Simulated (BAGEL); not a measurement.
# triplet SiCl3F at 4 levels

Wanted: a comparison of 4 runs (UHF/3-21G, ROHF/6-31G*, ROHF/def2-SVP, UHF/def2-SVP) of triplet SiCl3F. 

Program for the calculation: BAGEL 1.2.2.

1 further run of the same task is left out (it didn't finish). Runs told in other sessions of the task aren't counted.

## (1) The system as given

The species is SiCl3F (5 atoms), meant as a triplet with charge 0. As SMILES of the parent species, `F[Si](Cl)(Cl)Cl`. The coordinates come from a GFN2-xTB relaxation. That shape belongs to the parent species and isn't relaxed for this state.

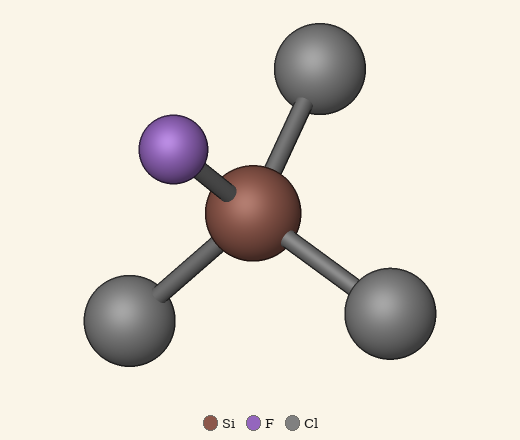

The structure, seen from a chosen angle (silicon brown, fluorine purple, chlorine grey).

## (2) The energy at UHF/3-21G (density fitting with qzvpp-jkfit) (run 1)

input.json

```json
{ "bagel" : [

{
  "title" : "molecule",
  "basis" : "3-21g",
  "df_basis" : "qzvpp-jkfit",
  "angstrom" : true,
  "geometry" : [
    { "atom" : "Si", "xyz" : [    0.001240,    0.000280,    0.001110 ] },
    { "atom" : "F", "xyz" : [    0.008020,   -0.015930,    1.611740 ] },
    { "atom" : "Cl", "xyz" : [    1.917960,    0.008800,   -0.546760 ] },
    { "atom" : "Cl", "xyz" : [   -0.968370,    1.664060,   -0.517190 ] },
    { "atom" : "Cl", "xyz" : [   -0.958850,   -1.657200,   -0.548890 ] }
  ]
},
{
  "title" : "uhf",
  "nopen" : 2
},
{
  "title" : "print",
  "file" : "orbitals.molden",
  "orbitals" : true
}

]}
```

Started as:

```
$ BAGEL_NUM_THREADS=1 BAGEL input.json > input.out
```

What it wrote:

```text
* using 1 threads per process

  ===============================================================
  ===============================================================

  *** Geometry ***

  { "atom" : "Si", "xyz" : [      0.002343,      0.000529,      0.002098 ] },
  { "atom" : "F", "xyz" : [      0.015156,     -0.030103,      3.045747 ] },
  { "atom" : "Cl", "xyz" : [      3.624419,      0.016630,     -1.033227 ] },
  { "atom" : "Cl", "xyz" : [     -1.829954,      3.144618,     -0.977347 ] },
  { "atom" : "Cl", "xyz" : [     -1.811964,     -3.131654,     -1.037252 ] },

  Number of auxiliary basis functions:      589

  Since a DF basis is specified, we compute 2- and 3-index integrals:
    o Being stored without compression. Storage requirement is 0.018 GB

  Number of basis functions:       61
  Number of electrons      :       74

    * METHOD: MOLECULE                             0.45

  *** Open-shell HF ***

  === Nuclear Repulsion ===
   453.2208768260

      * DIIS with orbital gradients will be used.

  === UHF iteration (3-21g) ===
      0      -1757.90478977          0.03213301           0.29
      1      -1758.00071366          0.02122040           0.29
      2      -1758.02609709          0.01265366           0.29
[... 37 lines of this table left out ...]
     40      -1758.04098305          0.00000001           0.28
    * SCF iteration converged.

    * S^2 (UHF) is 2.0263

    * Permanent dipole moment:
           (   -0.000789,     0.006687,     0.062474) a.u.

    * METHOD: UHF                                 12.17

    * METHOD: PRINT                                0.01

  ===============================================================
```

It took 13 s on 1 thread of Arm Neoverse N1, shared host; peak memory 0.12 GiB.

## (3) A single-point energy at ROHF/6-31G(d) (density fitting with qzvpp-jkfit, spherical functions) (run 2)

hf.json

```json
{ "bagel" : [

{
  "title" : "molecule",
  "basis" : "6-31gs.json",
  "df_basis" : "qzvpp-jkfit",
  "angstrom" : "true",
  "geometry" : [
    { "atom" : "Si", "xyz" : [    0.001240,    0.000280,    0.001110 ] },
    { "atom" : "F", "xyz" : [    0.008020,   -0.015930,    1.611740 ] },
    { "atom" : "Cl", "xyz" : [    1.917960,    0.008800,   -0.546760 ] },
    { "atom" : "Cl", "xyz" : [   -0.968370,    1.664060,   -0.517190 ] },
    { "atom" : "Cl", "xyz" : [   -0.958850,   -1.657200,   -0.548890 ] }
  ]
},
{ "title" : "rohf", "nopen" : 2 },
{ "title" : "print", "file" : "orbitals.molden", "orbitals" : "true" }

]}
```

The basis set 6-31G* is read from a file made from the Basis Set Exchange's data (not shown).

Started as:

```
$ BAGEL_NUM_THREADS=1 BAGEL hf.json > hf.out
```

What it wrote:

```text
* using 1 threads per process

  ===============================================================
  ===============================================================

  *** Geometry ***

  { "atom" : "Si", "xyz" : [      0.002343,      0.000529,      0.002098 ] },
  { "atom" : "F", "xyz" : [      0.015156,     -0.030103,      3.045747 ] },
  { "atom" : "Cl", "xyz" : [      3.624419,      0.016630,     -1.033227 ] },
  { "atom" : "Cl", "xyz" : [     -1.829954,      3.144618,     -0.977347 ] },
  { "atom" : "Cl", "xyz" : [     -1.811964,     -3.131654,     -1.037252 ] },

  Number of auxiliary basis functions:      589

  Since a DF basis is specified, we compute 2- and 3-index integrals:
    o Being stored without compression. Storage requirement is 0.035 GB

  Number of basis functions:       86
  Number of electrons      :       74

    * METHOD: MOLECULE                             0.63

  *** Open-shell HF ***

  === Nuclear Repulsion ===
   453.2208768260

      * DIIS with orbital gradients will be used.

  === ROHF iteration (6-31gs.json) ===
      0      -1766.50733114          0.02851415           0.45
      1      -1766.59907878          0.02028957           0.43
      2      -1766.63797439          0.01261743           0.44
[... 55 lines of this table left out ...]
     58      -1766.67127679          0.00000001           0.45
    * SCF iteration converged.

    * S^2 (ROHF) is 2.0000

    * Permanent dipole moment:
           (   -0.000863,     0.006603,     0.097084) a.u.

    * METHOD: ROHF                                26.23

    * METHOD: PRINT                                0.02

  ===============================================================
```

Run time: 27 s. Hardware: 1 thread of Arm Neoverse N1, shared host; peak memory 0.16 GiB.

Run 3 isn't shown in full; the table further down has it.

## (4) The energy at UHF/def2-SVP (density fitting with qzvpp-jkfit) (run 4)

input.json

```json
{ "bagel": [

{
  "title": "molecule",
  "basis": "svp",
  "df_basis": "qzvpp-jkfit",
  "angstrom": "true",
  "geometry": [
    { "atom": "Si", "xyz": [    0.001240,    0.000280,    0.001110 ] },
    { "atom": "F", "xyz": [    0.008020,   -0.015930,    1.611740 ] },
    { "atom": "Cl", "xyz": [    1.917960,    0.008800,   -0.546760 ] },
    { "atom": "Cl", "xyz": [   -0.968370,    1.664060,   -0.517190 ] },
    { "atom": "Cl", "xyz": [   -0.958850,   -1.657200,   -0.548890 ] }
  ]
},
{
  "title": "uhf",
  "nopen": 2
},
{
  "title": "print",
  "file": "orbitals.molden",
  "orbitals": "true"
}

]}
```

Started as:

```
$ BAGEL_NUM_THREADS=1 BAGEL input.json > input.out
```

What it wrote:

```text
* using 1 threads per process

  ===============================================================
  ===============================================================

  *** Geometry ***

  { "atom" : "Si", "xyz" : [      0.002343,      0.000529,      0.002098 ] },
  { "atom" : "F", "xyz" : [      0.015156,     -0.030103,      3.045747 ] },
  { "atom" : "Cl", "xyz" : [      3.624419,      0.016630,     -1.033227 ] },
  { "atom" : "Cl", "xyz" : [     -1.829954,      3.144618,     -0.977347 ] },
  { "atom" : "Cl", "xyz" : [     -1.811964,     -3.131654,     -1.037252 ] },

  Number of auxiliary basis functions:      589

  Since a DF basis is specified, we compute 2- and 3-index integrals:
    o Being stored without compression. Storage requirement is 0.035 GB

  Number of basis functions:       86
  Number of electrons      :       74

    * METHOD: MOLECULE                             0.52

  *** Open-shell HF ***

  === Nuclear Repulsion ===
   453.2208768260

      * DIIS with orbital gradients will be used.

  === UHF iteration (svp) ===
      0      -1765.96186576          0.02807797           0.45
      1      -1766.05620651          0.02049258           0.44
      2      -1766.09868999          0.01258242           0.44
[... 85 lines of this table left out ...]
     88      -1766.13809043          0.00000001           0.43
    * SCF iteration converged.

    * S^2 (UHF) is 2.0321

    * Permanent dipole moment:
           (   -0.001098,     0.004446,     0.236062) a.u.

    * METHOD: UHF                                 39.15

    * METHOD: PRINT                                0.03

  ===============================================================
```

It took 40 s on 1 thread of Arm Neoverse N1, shared host; peak memory 0.16 GiB.

## (5) All runs side by side

| run | level | energy (Eh) | dipole moment (D) | ⟨S²⟩ | wall time |
| --- | --- | --- | --- | --- | --- |
| 1 | UHF/3-21G (density fitting with qzvpp-jkfit) | -1758.040983 | 0.16 | 2.026 | 13 s |
| 2 | ROHF/6-31G* (density fitting with qzvpp-jkfit, spherical functions) | -1766.671277 | 0.25 | 2.000 | 27 s |
| 3 | ROHF/def2-SVP (density fitting with qzvpp-jkfit) | -1766.128849 | 0.55 | 2.000 | 26 s |
| 4 | UHF/def2-SVP (density fitting with qzvpp-jkfit) | -1766.138090 | 0.60 | 2.032 | 40 s |

## (6) Summary of results

| quantity | value |
| --- | --- |
| run 4: total energy | -1766.13809 Eh |
| run 4: dipole moment | 0.60 D |
| run 4: ⟨S²⟩ | 2.032 |

**Reading.** The dipole moment (its size) runs from 0.16 D (UHF/3-21G) to 0.60 D (UHF/def2-SVP). All runs together took 1.8 min, the longest 40 s.
